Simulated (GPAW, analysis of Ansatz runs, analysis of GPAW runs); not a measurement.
# Local vibrational mode of Be on a Cd site in CdTe (PBE) (GPAW), part 2 of 2

Subject: Be on a Cd site in CdTe. Wanted: its local vibrational mode, in one set-up (PBE, plane waves 500 eV, 32-site cell, PBE lattice, k: 2x2x2 shifted). The model is a cell of 32 host atoms with 1 Cd taken out and 1 Be put in. The frequencies come from force constants among the defect atom and its neighbours, with the masses of the isotopes named. A local or semilocal functional is the cheapest first rung.

GPAW 26.7.0; PBE, plane waves 500 eV, 32-site cell, PBE lattice, k: 2x2x2 shifted.

So far: Set-up; Relaxation, charge 0.

### 2. Relaxation, charge 0 (continued)

Level of this step: GPAW plane-wave PAW DFT, PBE; relaxation of all atoms of a defect supercell (GPAW).

Relaxation path:

| step | energy less that of the first step (eV) |
| --- | --- |
| 0 | 0.0000 |
| 1 | -0.0719 |
| 2 | -0.6553 |
| 3 | -0.7005 |
| 4 | -0.7155 |
| 5 | -0.7539 |
| 6 | -0.7952 |
| 7 | -0.8170 |
| 8 | -0.8227 |
| 9 | -0.8237 |
| 10 | -0.8261 |
| 11 | -0.8282 |
| 12 | -0.8297 |
| 13 | -0.8306 |
| 14 | -0.8315 |
| 15 | -0.8331 |
| 16 | -0.8350 |
| 17 | -0.8364 |
| 18 | -0.8367 |
| 19 | -0.8368 |
| 20 | -0.8369 |

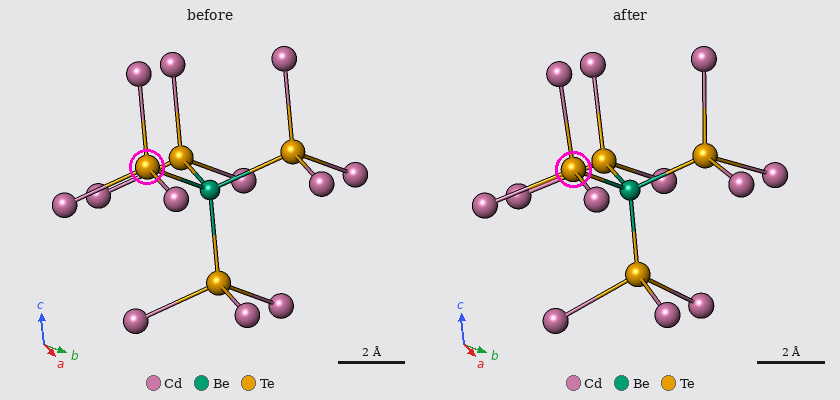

Before and after: the atoms that start within 5 Å of the centre. Te22, which moves most, is ringed if it is among them.

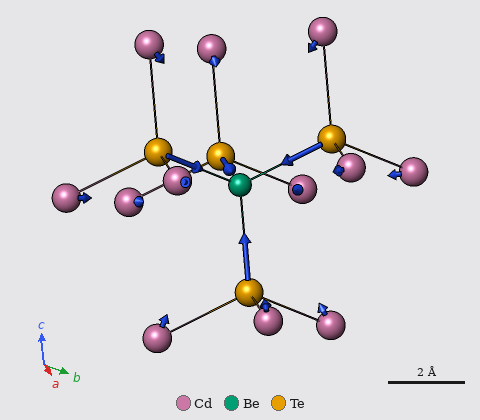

Displacements in the relaxation near the centre, exaggerated; the longest in the cell stands for 0.32 Å.

The atoms that moved most (Å):

| atom | dx | dy | dz | length |
| --- | --- | --- | --- | --- |
| Te22 | 0.183 | 0.183 | 0.183 | 0.317 |
| Te19 | -0.183 | 0.183 | -0.183 | 0.317 |
| Te23 | 0.183 | -0.183 | -0.183 | 0.317 |
| Te28 | -0.183 | -0.183 | 0.183 | 0.317 |
| Cd9 | -0.066 | -0.066 | 0.011 | 0.095 |
| Cd12 | -0.066 | -0.011 | 0.066 | 0.095 |
| Cd16 | -0.011 | -0.066 | 0.066 | 0.095 |
| Cd1 | 0.066 | 0.066 | 0.011 | 0.095 |

The relaxed structure:

```xyz
32
Lattice="-6.5990 6.5990 -6.5990 6.5990 6.5990 6.5990 6.5990 -6.5990 -6.5990" Properties=species:S:1:pos:R:3 pbc="T T T"
Cd    0.0665    0.0665    0.0106
Cd    6.6655   -3.3101   -3.3660
Cd    6.5326    0.0665   -0.0106
Cd    6.5326    3.3101    3.2330
Cd    3.2995   -3.2995   -6.5990
Cd    3.3101    0.0665   -3.2330
Be    3.2995    3.2995    0.0000
Cd    3.3101    6.5326    3.2330
Cd   -0.0665   -0.0665   -6.5885
Cd    0.0665    3.3101   -3.2330
Cd    0.0665    6.5326   -0.0106
Cd    6.5326    3.2889   -3.2330
Cd   -3.2995    3.2995   -6.5990
Cd   -3.3101    6.6655   -3.3660
Cd    3.2995    3.2995   -6.5990
Cd    3.2889    6.5326   -3.2330
Te    4.9306   -4.9798   -4.9188
Te    4.9798   -1.6685   -1.6802
Te    4.7662    1.8328    1.4667
Te    4.9798    4.9798    4.9680
Te    1.6685   -1.6193   -4.9188
Te    1.8328    1.8328   -1.4667
Te    1.8328    4.7662    1.4667
Te    8.2675    1.6193   -1.6802
Te   -1.6193    1.6685   -4.9188
Te   -1.6685    4.9798   -1.6802
Te    4.9798    1.6193   -4.9680
Te    4.7662    4.7662   -1.4667
Te   -4.9798    4.9306   -4.9188
Te    1.6193    1.6193   -8.2301
Te    1.6193    4.9798   -4.9680
Te    1.6193    8.2675   -1.6802
```

Neighbours of Be7 at the end:

| atom | distance (Å) |
| --- | --- |
| Te28 | 2.540 |
| Te19 | 2.540 |
| Te23 | 2.540 |
| Te22 | 2.540 |
| Cd9 | 4.572 |
| Cd12 | 4.572 |
| Cd16 | 4.572 |
| Cd11 | 4.572 |
| Cd3 | 4.572 |
| Cd8 | 4.572 |
| Cd4 | 4.572 |
| Cd10 | 4.572 |
| Cd6 | 4.572 |
| Cd1 | 4.572 |
| Cd2 | 4.572 |
| Cd14 | 4.572 |

From the first step to the last the energy fell by 0.837 eV, and the largest move was 0.32 Å (Te22 and 3 other atoms alike).

### 3. Atom Be7 moved by 0.015 A along x

Force constants come from the forces after small displacements; symmetry gives the rest. One such run is shown.

This step: GPAW plane-wave PAW DFT, PBE; single point of a defect supercell.

run.py

```python
import numpy as np
from ase.io import read, write
from ase.parallel import parprint, world
from gpaw import GPAW, PW

atoms = read('POSCAR')
calc = GPAW(mode=PW(500),
            xc='PBE',
            kpts={'size': (2, 2, 2), 'gamma': False},
            occupations={'name': 'fermi-dirac', 'width': 0.01},
            nbands=147,
            convergence={'density': 1e-06, 'forces': 0.0001},
            maxiter=150,
            symmetry={},
            txt='gpaw.txt')
atoms.calc = calc
energy = atoms.get_potential_energy()
forces = atoms.get_forces()
parprint(f'Energy: {energy:.6f} eV, largest force {np.linalg.norm(forces, axis=1).max():.4f} eV/A')
calc.write('gs.gpw')
write('final.xyz', atoms)
for s in range(calc.get_number_of_spins()):
    parprint('Levels (eV), spin', s, calc.get_eigenvalues(kpt=0, spin=s)[-16:].round(3))
```

POSCAR

```
Cd Be Cd Te
 1.0000000000000000
    -6.5990413770391516    6.5990413770391507   -6.5990413770391507
     6.5990413770391507    6.5990413770391507    6.5990413770391507
     6.5990413770391507   -6.5990413770391516   -6.5990413770391516
 Cd  Be  Cd  Te 
   6   1   9  16
Direct
  0.0042367017272051  0.0100754422045815  0.0042367017272051
  0.0042367706766136  0.2542367162354054  0.7600751197669359
  0.0058382487392867  0.4999995456128544  0.4957628355511053
[... 2 atom lines left out ...]
  0.2499994742782188  0.2558380389724877  0.4957628560086221
  0.2500004160816784  0.5011370335555907  0.2511369447941814
[... 1 atom line left out ...]
  0.4941603126397026 -0.0100762180748491  0.4941603126397026
[... 1 atom line left out ...]
  0.4957628355511054  0.4999995456128544  0.0058382487392868
  0.4941604869074384  0.7441605567267028  0.7399240913974695
[... 3 atom lines left out ...]
  0.7399240913974697  0.7441605567267029  0.4941604869074385
[... 2 atom lines left out ...]
  0.0277443350540328  0.5000003192100647  0.2500001993835373
[... 2 atom lines left out ...]
  0.2500004941233168  0.2777445745949180  0.2500004941233167
  0.2500001993835374  0.5000003192100648  0.0277443350540328
[... 4 atom lines left out ...]
  0.4722561205394776  0.7222559501723405  0.4722561205394774
[... 3 atom lines left out ...]
  0.7537289434653729  0.7491093277881521  0.2499998894900417
```

The run is started by

```
$ OMP_NUM_THREADS=1 gpaw python run.py > stdout
```

The program printed:

```text
__  _  _
 | _ |_)|_||  |
 |__||  | ||/\| - 26.7.0

Input parameters:
  mode=PW(ecut=500.0),
  convergence={'density': 1e-06, 'forces': 0.0001},
  kpts=MonkhorstPack(size=(2, 2, 2), gamma=False),
  maxiter=150,
  nbands=147,
  occupations=Occupations(name='fermi-dirac', width=0.01),
  symmetry=Symmetry(),
  xc=XC(name='PBE')

Diagonalizing LCAO Hamiltonian
Converting LCAO to pw mode

                                      Te
                                   Cd

                                        Cd
                              Te
                           Cd
                                Te Te
                                 Be
                      Te             Te
                   Cd  Cd          Cd Cd
                            Te              Te
                         Cd             Cd
             Te               Te  Te
                               Cd
                    Te              Te
                 Cd              Cd  Cd
                         Te
                      Cd
                           Te  Te
                            Cd

Atoms  # Å, Bohr magnetons
|    | symbol |         x |         y |         z |    initial magnetic moments |
|----|--------|-----------|-----------|-----------|-----------------------------|
|  0 |     Cd |  0.066488 |  0.066488 |  0.010572 | ( 0.0000,  0.0000,  0.0000) |
|  1 |     Cd |  6.665527 | -3.310090 | -3.366007 | ( 0.0000,  0.0000,  0.0000) |
|  2 |     Cd |  6.532550 |  0.066485 | -0.010569 | ( 0.0000,  0.0000,  0.0000) |
|  3 |     Cd |  6.532552 |  3.310087 |  3.233037 | ( 0.0000,  0.0000,  0.0000) |
|  4 |     Cd |  3.299518 | -3.299523 | -6.599040 | ( 0.0000,  0.0000,  0.0000) |
|  5 |     Cd |  3.310089 |  0.066483 | -3.233031 | ( 0.0000,  0.0000,  0.0000) |
|  6 |     Be |  3.314524 |  3.299524 | -0.000002 | ( 0.0000,  0.0000,  0.0000) |
|  7 |     Cd |  3.310087 |  6.532552 |  3.233037 | ( 0.0000,  0.0000,  0.0000) |
|  8 |     Cd | -0.066493 | -0.066493 | -6.588462 | ( 0.0000,  0.0000,  0.0000) |
|  9 |     Cd |  0.066483 |  3.310089 | -3.233031 | ( 0.0000,  0.0000,  0.0000) |
| 10 |     Cd |  0.066485 |  6.532550 | -0.010569 | ( 0.0000,  0.0000,  0.0000) |
| 11 |     Cd |  6.532551 |  3.288942 | -3.233029 | ( 0.0000,  0.0000,  0.0000) |
| 12 |     Cd | -3.299523 |  3.299518 | -6.599040 | ( 0.0000,  0.0000,  0.0000) |
| 13 |     Cd | -3.310090 |  6.665527 | -3.366007 | ( 0.0000,  0.0000,  0.0000) |
| 14 |     Cd |  3.299518 |  3.299518 | -6.599037 | ( 0.0000,  0.0000,  0.0000) |
| 15 |     Cd |  3.288942 |  6.532551 | -3.233029 | ( 0.0000,  0.0000,  0.0000) |
| 16 |     Te |  4.930552 | -4.979766 | -4.918796 | ( 0.0000,  0.0000,  0.0000) |
| 17 |     Te |  4.979766 | -1.668488 | -1.680245 | ( 0.0000,  0.0000,  0.0000) |
| 18 |     Te |  4.766198 |  1.832847 |  1.466675 | ( 0.0000,  0.0000,  0.0000) |
| 19 |     Te |  4.979766 |  4.979766 |  4.968008 | ( 0.0000,  0.0000,  0.0000) |
| 20 |     Te |  1.668491 | -1.619276 | -4.918796 | ( 0.0000,  0.0000,  0.0000) |
| 21 |     Te |  1.832848 |  1.832848 | -1.466679 | ( 0.0000,  0.0000,  0.0000) |
| 22 |     Te |  1.832847 |  4.766198 |  1.466675 | ( 0.0000,  0.0000,  0.0000) |
| 23 |     Te |  8.267532 |  1.619275 | -1.680245 | ( 0.0000,  0.0000,  0.0000) |
| 24 |     Te | -1.619276 |  1.668491 | -4.918796 | ( 0.0000,  0.0000,  0.0000) |
| 25 |     Te | -1.668488 |  4.979766 | -1.680245 | ( 0.0000,  0.0000,  0.0000) |
| 26 |     Te |  4.979767 |  1.619274 | -4.968012 | ( 0.0000,  0.0000,  0.0000) |
| 27 |     Te |  4.766197 |  4.766197 | -1.466678 | ( 0.0000,  0.0000,  0.0000) |
| 28 |     Te | -4.979766 |  4.930552 | -4.918796 | ( 0.0000,  0.0000,  0.0000) |
| 29 |     Te |  1.619275 |  1.619275 | -8.230073 | ( 0.0000,  0.0000,  0.0000) |
| 30 |     Te |  1.619274 |  4.979767 | -4.968012 | ( 0.0000,  0.0000,  0.0000) |
| 31 |     Te |  1.619275 |  8.267532 | -1.680245 | ( 0.0000,  0.0000,  0.0000) |

Unit cell  # Å
| periodic |         x |         y |         z |   lengths |     angles |
|----------|-----------|-----------|-----------|-----------|------------|
|      yes | -6.599041 |  6.599041 | -6.599041 | 11.429875 | 109.471221 |
|      yes |  6.599041 |  6.599041 |  6.599041 | 11.429875 | 109.471221 |
|      yes |  6.599041 | -6.599041 | -6.599041 | 11.429875 | 109.471221 |

Number of symmetries: 1
Symmetry operations  # r_c * U_cc + t_c -> r_c
|   | kind |            matrix            |
|---|------|------------------------------|
| 0 |  E   |  1, 0, 0,  0, 1, 0,  0, 0, 1 |

BZ-sampling:
  Number of BZ points: 8
  Number of IBZ points: 4

  Monkhorst-Pack size: [2, 2, 2]
  Monkhorst-Pack shift: [0, 0, 0]

K-points  # in reciprocal-cell coordinates
|   |                                coordinates |     weight |
|---|--------------------------------------------|------------|
| 0 | (  0.25000000,  -0.25000000,  -0.25000000) | 0.25000000 |
| 1 | (  0.25000000,  -0.25000000,   0.25000000) | 0.25000000 |
| 2 | (  0.25000000,   0.25000000,  -0.25000000) | 0.25000000 |
| 3 | (  0.25000000,   0.25000000,   0.25000000) | 0.25000000 |

Plane wave coefficients: 29240
Cutoff: 500.0 eV

Spin-components: 1 (collinear spins)
Bands:           147
Projectors:      173
Spin-degeneracy: 2
Datatype:        complex128

Density:
  Valence electrons: 278.0
  Components: 1
  Grid points: [60 60 60]
  Charge: 0.0  # |e|

Potential:
  Grid points: [60 60 60]

species:
  Cd:
    name:    Cadmium
    Z:       48.0
    valence: 12
    core:    36
    charge:  0.0  # [|e|]
    compensation charges:
      type: gauss
      rc: 0.38  # [Å]
      lmax: 2
    cutoffs:
      filter: 2.12  # [Å]
      core: 2.62  # [Å]
    projectors
    | kind |    occ | energy [eV] | rcut [Å] |
    |------|--------|-------------|----------|
    |   5s |  2.000 |      -5.655 |    1.191 |
    |   5p |  0.000 |      -1.186 |    1.228 |
    |   4d | 10.000 |     -11.739 |    1.164 |
    |    s |        |      21.556 |    1.191 |
    |    p |        |      26.026 |    1.228 |
    |    d |        |      15.473 |    1.164 |

    Using partial waves for Cd as LCAO basis

  Be:
    name:    Beryllium
    Z:       4.0
    valence: 2
    core:    2
    charge:  0.0  # [|e|]
    compensation charges:
      type: gauss
      rc: 0.25  # [Å]
      lmax: 2
    cutoffs:
      filter: 1.42  # [Å]
      core: 1.77  # [Å]
    projectors
    | kind |    occ | energy [eV] | rcut [Å] |
    |------|--------|-------------|----------|
    |   2s |  2.000 |      -5.610 |    0.794 |
    |   2p |  0.000 |      -2.018 |    0.794 |
    |    s |        |      21.602 |    0.794 |

    Using partial waves for Be as LCAO basis

  Te:
    name:    Tellurium
    Z:       52.0
    valence: 6
    core:    46
    charge:  0.0  # [|e|]
    compensation charges:
      type: gauss
      rc: 0.36  # [Å]
      lmax: 2
    cutoffs:
      filter: 2.09  # [Å]
      core: 3.17  # [Å]
    projectors
    | kind |    occ | energy [eV] | rcut [Å] |
    |------|--------|-------------|----------|
    |   5s |  2.000 |     -15.089 |    1.180 |
    |   5p |  4.000 |      -5.955 |    1.196 |
    |    s |        |      12.123 |    1.180 |
    |    p |        |      21.256 |    1.196 |
    |    d |        |       0.000 |    1.238 |

    Using partial waves for Te as LCAO basis

Reference energy: -5239645.894961  # eV

eigensolver:
  PPCG
  Converge bands: occupied
  niter=2

density mixing:
  MSR1-Mixer
  Pratt-step length: 0.05
  Maximum mixing coefficient: 0.75
  Old densities: 10
  SVD Regularization: 0.005
  Good broyden scale: 1.0
  Trust region scale: 1.0
  Backstep threshold: 4.0
  History deletion threshold: 6.0
  Fourier metric: weight=20.0, sigma=0.015

occupation numbers:
  Fermi-Dirac:
    width: 0.0100  # eV

poisson solver:
  ecut: 4000.0  # eV

xc functional:
  name: PBE with 2 nearest neighbor stencil

Initialization done in: 21.501 s

convergence criteria:
- Maximum integral of absolute [dens]ity change: 1e-06 electrons / valence electron
- Maximum change in the atomic [forces] across last 2 cycles: 0.0001 eV/Ang OR
Maximum error relative to the maximum force is below inf
- Maximum [total energy] change in last 3 cyles: 0.0005 eV / valence electron
- Maximum integral of absolute [eigenst]ate change: 4e-08 eV^2 / valence electron
maximum number of iterations: 150

SCF iterations
|iter     | |      energy | eigst |  dens |force |
|---------|-|-------------|-------|-------|------|
|iter:   1| |  -86.917922 | -0.42 |       |      |
|iter:   2| |  -86.140441 | -1.89 | -1.23 |      |
|iter:   3| |  -83.382053 | -1.14 | -1.28 |      |
|iter:   4| |  -83.344384 | -2.35 | -1.68 |      |
|iter:   5| |  -83.340119c| -2.70 | -2.15 |      |
|iter:   6| |  -83.330176c| -3.35 | -2.57 |      |
|iter:   7| |  -83.330427c| -4.41 | -2.92 |      |
|iter:   8| |  -83.330474c| -5.53 | -3.51 |      |
|iter:   9| |  -83.330496c| -6.33 | -3.80 |      |
|iter:  10| |  -83.330498c| -6.97 | -4.27 |      |
|iter:  11| |  -83.330498c| -7.46c| -4.87 |      |
|iter:  12| |  -83.330498c| -7.65c| -5.26 |      |
|iter:  13| |  -83.330498c| -8.00c| -5.70 |      |
|iter:  14| |  -83.330498c| -8.37c| -5.95 |      |
|iter:  15| |  -83.330498c| -8.68c| -6.37c|      |
|iter:  16| |  -83.330498c| -8.95c| -6.56c|-4.72c|

Converged in 16 steps
SCF loop duration: 732.120 s (45.757 s/step)
Energy contributions relative to reference atoms: (reference = -5239645.894961)

Energy contributions:
  Kinetic:         218.750949
  Coulomb:        -208.601255
  Zero:              4.195786
  External:          0.000000
  Xc:              -97.675978
  Entropy:          -0.000000
  Spinorbit:         0.000000
  ----------------------------
  Free energy:     -83.330498
  Extrapolated:    -83.330498

dipole moment: (43.436029, 43.439007, 305.597425)  # |e|*Ang

Fermi level: 3.682
Eigenvalues  # (at kpt = [0.250, -0.250, -0.250])
| band index |      eig [eV] | occ [0-2] |
|------------|---------------|-----------|
|          0 |        -7.745 |     2.000 |
|        ... |               |           |
|        131 |         2.255 |     2.000 |
|        132 |         2.279 |     2.000 |
|        133 |         2.374 |     2.000 |
|        134 |         2.378 |     2.000 |
|        135 |         2.391 |     2.000 |
|        136 |         2.433 |     2.000 |
|        137 |         2.713 |     2.000 |
|        138 |         2.714 |     2.000 |
|        139 |         4.876 |     0.000 |
|        140 |         5.280 |     0.000 |
|        141 |         5.424 |     0.000 |
|        142 |         5.425 |     0.000 |
|        143 |         5.441 |     0.000 |
|        144 |         5.826 |     0.000 |
|        145 |         5.889 |     0.000 |
|        146 |         5.890 |     0.000 |

Gap: 2.156 eV
Transition (v -> c):
  (s=0, k=0, n=138, [0.25, -0.25, -0.25]) -> (s=0, k=3, n=139, [0.25, 0.25, 0.25])
Direct/indirect transitions are different
Direct gap: 2.162 eV
Transition at: (s=0, k=3, n=138, [0.25, 0.25, 0.25])

Forces  # eV/Ang
|        x |        y |        z |
|----------|----------|----------|
|  0.00598 |  0.00501 |  0.00011 |  # Cd   0
|  0.00599 | -0.00013 | -0.00501 |  # Cd   1
| -0.00146 |  0.00244 | -0.00421 |  # Cd   2
| -0.00146 |  0.00423 | -0.00244 |  # Cd   3
| -0.00194 | -0.00000 |  0.00001 |  # Cd   4
| -0.00202 |  0.00642 |  0.00642 |  # Cd   5
| -0.06119 | -0.00000 | -0.00000 |  # Be   6
| -0.00201 | -0.00643 | -0.00642 |  # Cd   7
| -0.00144 | -0.00242 |  0.00421 |  # Cd   8
|  0.00599 |  0.00012 |  0.00501 |  # Cd   9
[...]
|  0.01860 |  0.01046 | -0.01045 |  # Te  27
|  0.00556 |  0.00027 | -0.00490 |  # Te  28
|  0.00555 |  0.00490 | -0.00027 |  # Te  29
|  0.00556 | -0.00491 |  0.00028 |  # Te  30
|  0.00556 | -0.00028 |  0.00490 |  # Te  31

# Writing to gs.gpw (mode='')
```

Wall time 13 min (1 MPI rank of Arm Neoverse V1, shared host); peak memory 1.1 GiB.

At this level the gap is 2.16 eV on the k-mesh of the self-consistent run, which can miss the band edges.

### 4. Local vibrational modes

Analysis of the runs above: force constants by central differences of GPAW plane-wave PAW DFT, PBE forces among the atoms nearest to a defect, the others at rest.

The modes with the largest weight on the probed atoms (the light atom of a pair), for the masses of each isotope. Modes of the displaced atoms (local only where they lie over the host's phonons):

| isotopes | mode (cm⁻¹) | share of the defect atoms |
| --- | --- | --- |
| nat | 355.6 | 0.972 |
| nat | 355.6 | 0.972 |
| nat | 355.6 | 0.972 |

### 5. What came out

```json
{
 "distance from the defect atom to its nearest neighbour": "2.540 Å",
 "threefold local mode of Be": "356 cm⁻¹"
}
```

Threefold local mode of Be: computed 356 cm⁻¹, measured 390 cm⁻¹; 34 cm⁻¹ (9 %) below the measurement. Only the named neighbours move, so modes near the host's band are approximate.

[Logs are printed without paths, hosts, clocks, repeated set-up lines and the standing remarks that a program may print on its own settings, such as how far it seeks lower states.]

[Hosts, paths, dates, database ids (printed as entryN), source tags and the programs' standing remarks are cut or masked in the printed files.]

[For some hosts the program warned that the k-mesh of the response run may be too coarse for force constants and the static dielectric constant; such warnings are not shown here.]
